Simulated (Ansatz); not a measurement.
# Run report: BSiH5TeO, nudged elastic band (part 2 of 2)

BSiH5TeO; RHF/def2-SVPD (Ansatz 0.2.0). The run did not end well. One setting was made poor on purpose. It belongs to a series of runs on one base structure; here: band between the two ends.

Geometry of the input (Å):
```
Si 0.4683  0.7700  -1.2425
O  -0.6300  -0.4296  -0.6862
B  -0.0692  -0.8933  0.5545
Te -0.6422  -0.0451  2.4985
H  -0.0984  1.3295  -2.5443
H  0.4761  1.9341  -0.2827
H  1.7980  0.2797  -1.4789
H  0.7715  -1.7750  0.5538
H  -1.9855  -1.2165  2.6106
```

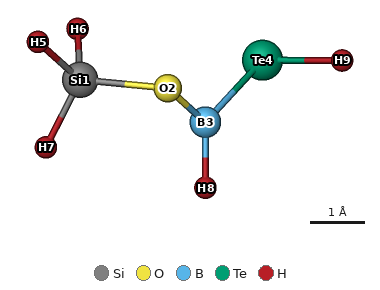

*The starting structure (ball-and-stick view, seen at a tilt; atoms are numbered from 1 in the order of the input).*

```
Unfinished report: {"positions_ang":[[-0.33799758897957394,0.8788177884159211,-1.0147819702984944],[0.13421849087646348,-0.7630655947962884,-0.9754187243594651],[0.00031171507427813286,-1.3090741816141322,0.315921084054002],[1.6984539196705462,-1.2809831822872122,1.7712154276453864],[-0.20822909612843862,1.3557176544642386,-2.437025290690792],[-1.7646381654870544,0.9790388976844777,-0.5699990858961198],[0.49484845108084247,1.6775174541732878,-0.1370688590857195],[-1.0521480311400484,-1.8013346084957624,0.6550802635093192],[1.1237803050329849,0.2171657724554695,2.3748771551218812]],"unchecked":["starts","cluster_reference","orbital_swaps","neighbouring_geometries","increment"],"mean_field":{"relativity":"none","state":{"energy":{"ev":-17912.552516317843,"hartree":-658.2741634105039},"converged":true,"gradient_ev":0.00006331481354241301,"stability":{"kind":"minimum","curvature_ev":16.85043185168108},"curvature_floor_ev":0.00030000000000000003,"spin_squared":-3.552713678800501e-15},"others":[],"fillings":{"estimated":0,"unestimated":0,"tried":0,"untried":0,"excluded_magnetic_sites":0},"n_dropped_functions":0,"n_trapped_functions":0,"passes":{"evaluations":4,"products":31},"factors":{"origin":"Cholesky decomposition","count":1607,"bound_ev":0.0005500073286514851},"gradient_stop_ev":0.00009,"reference_kind":"stationary","symmetry":{"irreps":["A"],"axes":[[0.6387166650484211,-0.22575775762516848,-0.7355776346936324],[0.26459474571144637,0.9621302245706463,-0.06553664249511494],[0.7225168803089087,-0.15277063146983838,0.6742629248512695]],"occupied":[{"A":28},{"A":28}]},"held":{"pivots":1607,"left_out":0,"joined":0},"density_repulsion":{"missed_ev":4.487311574664175e-6,"excess_ev":7.30121544897488e-11,"most_excess_ev":0.0001512,"are_drawn_again":false,"n_first_factors":1607,"energy_change_ev":0.0,"n_dropped_ends":0}},"factors":{"origin":"Cholesky decomposition","count":1607,"bound_ev":0.0005500073286514851},"n_frozen":0,"n_occupied":[28,28],"n_virtual":[114,114],"reference":{"ev":-17912.552516317843,"hartree":-658.2741634105039},"total":{"ev":-17912.552516317843,"hartree":-658.2741634105039},"forces_ev_per_angstrom":[[-0.46339226031898095,-0.35111615910811106,-1.600718114277427],[-0.6145768861932434,0.3438411929912772,2.9571593174451825],[-0.052413289342508884,-0.0857566505115185,-2.2539022129388986],[-0.13213941918872465,0.8949196925736933,0.45245262490297616],[-0.03434818155564706,-0.2414102754219367,0.5636022285014146],[0.3420366389683547,-0.04913115430538523,-0.06471219209112455],[0.3373781215115718,0.22391208188658332,0.3495691062268406],[0.2728733494619414,0.169638240874995,-0.10871740405898056],[0.34458192665971266,-0.9048969689817491,-0.2947333537084046]],"charge_distribution":{"dipole_moment_e_ang":[-0.22805890119482333,0.2174640810592862,-0.08018230969659773],"mulliken_charges_e":[0.7981249190140023,-1.087962690314546,0.5803629091783078,-0.21296311585755845,-0.06942216166595694,-0.06027399336404771,-0.05800709357682843,0.14503058833694527,-0.03488936175035895],"lowdin_charges_e":[0.8704386439329443,-0.5608806072451156,-0.7266432917470746,1.1125291130982191,-0.08841447786047563,-0.08108232089091594,-0.10415018857199199,-0.062211060215670466,-0.3595858104999836]},"n_threads":2,"memory_gib":2.556818182580173,"seconds":{"hamiltonian":3.066960572,"orbitals":0.0,"second_order":0.0,"solver_start":0.0,"cycles":0.0,"cycle":0.0,"perturbative":0.0,"full_ci_increment":0.0,"forces":0.0}}
this run last wrote the band of iteration 60 to [file]
Error: NEB band did not converge after 60 iterations: max|band force component| = 2.48e0 eV/Å (threshold 5.0e-2); raise `neb.max_iterations` in a new run, which can start from the last band evaluated (`neb.initial_path`, with `crystal.atoms` and `neb.final_atoms` set to its first and last images), add images, or start from endpoints closer to local minima. Where this run's directory can be resumed (`checkpoint.write`), a resume goes on for up to `neb.max_iterations` more; to start a new run from the last band, take its images' positions from the `neb_iteration` event of iteration 60 (`data.images[].positions_ang`), in the event stream of the run that computed that iteration (not this run's, if it was resumed behind it). With `checkpoint.write`, `steps/00-neb/state/checkpoint.json` in the run directory holds the last saved band, under `neb.evaluated.images[].positions_ang` (a band under a hybrid functional on support functions is neither saved nor resumed: `neb.initial_path` says where its path is): check the last entry of `neb.iterations` there, which is earlier than 60 if that iteration was not saved or its write failed. If the band's step has no `state` directory and holds `state.next`, a write was cut short, and the file is under `state.next` instead (behind a loss of power it can be under `state.prev`)
this run wrote the band of iteration 60 to [file] as well, whether or not its events were kept: a new run's `neb.initial_path` can list its `images[].positions_ang`
a run's events are kept only if it was started with --events-out <file>, and are in that file
```

The last band as extended XYZ (Å, eV, eV/Å)
```
9
Properties=species:S:1:pos:R:3:forces:R:3 image=0 energy=-17912.10344
Si    0.4683    0.7700   -1.2425   -2.3135   1.4707  -1.3627
O    -0.6300   -0.4296   -0.6862    2.9681   0.0193   2.8477
B    -0.0692   -0.8933    0.5545   -1.2640  -0.5971  -2.5708
Te   -0.6422   -0.0451    2.4985   -1.7189  -0.8976   0.7749
H    -0.0984    1.3295   -2.5443    0.3249  -0.4977   0.7026
H     0.4761    1.9341   -0.2827    0.1765  -0.6151  -0.1388
H     1.7980    0.2797   -1.4789    0.7372  -0.5125   0.0953
H     0.7715   -1.7750    0.5538   -0.3363   0.3987  -0.2044
H    -1.9855   -1.2165    2.6106    1.4259   1.2312  -0.1438
9
Properties=species:S:1:pos:R:3:forces:R:3 image=1 energy=-17913.52838
Si    0.4477    1.0040   -1.3498    0.0130   0.0173  -0.0080
O     0.1305   -0.4516   -0.6066    0.0707  -0.0010   0.0027
B    -0.1417   -1.0927    0.5260   -0.0123  -0.0168  -0.0001
Te   -0.8118   -0.0256    2.3393   -0.0401   0.0087  -0.0190
H    -0.5499    1.2121   -2.4154   -0.0114  -0.0159   0.0053
H     0.3720    2.0901   -0.3492   -0.0022   0.0118  -0.0066
H     1.8057    0.9136   -1.9157    0.0170   0.0479  -0.0220
H    -0.0233   -2.2798    0.5973   -0.0800  -0.0453   0.0151
H    -1.1406   -1.4163    3.1569    0.0452  -0.0066   0.0326
9
Properties=species:S:1:pos:R:3:forces:R:3 image=2 energy=-17913.48827
Si    0.2651    1.0054   -1.3310   -0.0221  -0.3698  -0.2737
O    -0.1863   -0.5018   -0.7338    0.1981   0.4041   0.3151
B    -0.2847   -1.0651    0.4760   -0.2300  -0.2491  -0.5014
Te   -0.0053   -0.0264    2.3850    0.0023  -0.0545   0.1307
H    -0.1438    1.0112   -2.7495   -0.0688   0.1174   0.0733
H    -0.3994    2.0646   -0.5443   -0.0078   0.0021  -0.0205
H     1.7319    1.1333   -1.2467    0.0360   0.0359   0.0861
H    -0.5810   -2.2224    0.5596    0.0512   0.0076   0.0411
H    -0.3080   -1.4449    3.1674    0.0412   0.1064   0.1492
9
Properties=species:S:1:pos:R:3:forces:R:3 image=3 energy=-17913.53414
Si    0.0111    1.0620   -1.3802    0.0078   0.0260  -0.0156
O    -0.4433   -0.3001   -0.5353    0.0179  -0.0422   0.0127
B    -0.3243   -1.0333    0.5692   -0.0075   0.0131  -0.0098
Te    0.7533   -0.2955    2.3495    0.0107  -0.0260  -0.0087
H     0.2554    0.6546   -2.7764    0.0026   0.0089   0.0036
H    -1.0868    2.0455   -1.3097   -0.0054  -0.0140   0.0037
H     1.2423    1.6223   -0.7824   -0.0101   0.0011   0.0079
H    -0.8043   -2.1272    0.6377   -0.0150   0.0111   0.0042
H     0.4850   -1.6746    3.2104   -0.0011   0.0218   0.0019
9
Properties=species:S:1:pos:R:3:forces:R:3 image=4 energy=-17913.30770
Si   -0.1981    1.0064   -1.2748    0.0118   0.0176  -0.0830
O    -0.0906   -0.5816   -0.7571   -0.0437   0.1084   0.0980
B    -0.1202   -1.1591    0.4473    0.0055  -0.0553   0.0059
Te    1.5965   -0.8882    1.8247    0.0262   0.1231  -0.0336
H     0.1967    1.0521   -2.6916    0.0043  -0.0483  -0.0455
H    -1.5995    1.4429   -1.1039   -0.0007   0.0307  -0.0376
H     0.6940    1.8423   -0.4489    0.0050   0.0294  -0.0456
H    -1.0548   -1.8145    0.8100    0.0159   0.0003   0.0439
H     0.6646   -0.9466    3.1771   -0.0242  -0.2059   0.0975
9
Properties=species:S:1:pos:R:3:forces:R:3 image=5 energy=-17912.55252
Si   -0.3380    0.8788   -1.0148   -0.4634  -0.3511  -1.6007
O     0.1342   -0.7631   -0.9754   -0.6146   0.3438   2.9572
B     0.0003   -1.3091    0.3159   -0.0524  -0.0858  -2.2539
Te    1.6985   -1.2810    1.7712   -0.1321   0.8949   0.4525
H    -0.2082    1.3557   -2.4370   -0.0343  -0.2414   0.5636
H    -1.7646    0.9790   -0.5700    0.3420  -0.0491  -0.0647
H     0.4948    1.6775   -0.1371    0.3374   0.2239   0.3496
H    -1.0521   -1.8013    0.6551    0.2729   0.1696  -0.1087
H     1.1238    0.2172    2.3749    0.3446  -0.9049  -0.2947
9
Properties=species:S:1:pos:R:3:forces:R:3 image=6 energy=-17912.08108
Si   -0.4813    0.7660   -0.9190   -0.5878  -0.0187  -2.9817
O     0.5790   -0.5782   -1.0728   -1.3797  -0.2553   3.9172
B     0.4909   -1.2613    0.1899    0.1347  -0.2706  -3.0175
Te    1.7443   -0.7236    1.9123   -0.7661   1.4979   1.1206
H    -0.4593    1.5109   -2.2508    0.1589  -0.4432   0.7769
H    -1.9002    0.2771   -0.7635    0.5779   0.0480   0.2508
H    -0.1238    1.6741    0.1355    0.2759   0.2948   0.6651
H    -0.2859   -2.1892    0.3301    0.2796   0.4474  -0.2442
H     0.5250    0.4780    2.4210    1.3065  -1.3004  -0.4872
```

Outcome

```csv
quantity,value
outcome,not converged
"barrier, forward (band not converged)",−0.449 eV
"barrier, backward",−0.471 eV
hardware,"2 threads of Arm Neoverse V2, 24 GiB of memory available, shared host"
wall time,15 min (CPU time 28 min)
peak memory,0.43 GiB
```

The run did not converge: “NEB band did not converge after 60 iterations: max|band force component| = 2.48e0 eV/Å (threshold 5.0e-2); raise `neb.max_iterations` in a new run, which can start from the last band evaluated (`neb.initial_path`, with `crystal.atoms` and `neb.final_atoms` set to its first and last images), add images, or start from endpoints closer to local minima …” Its last values are not results. A deliberately poor setting: ends not relaxed.
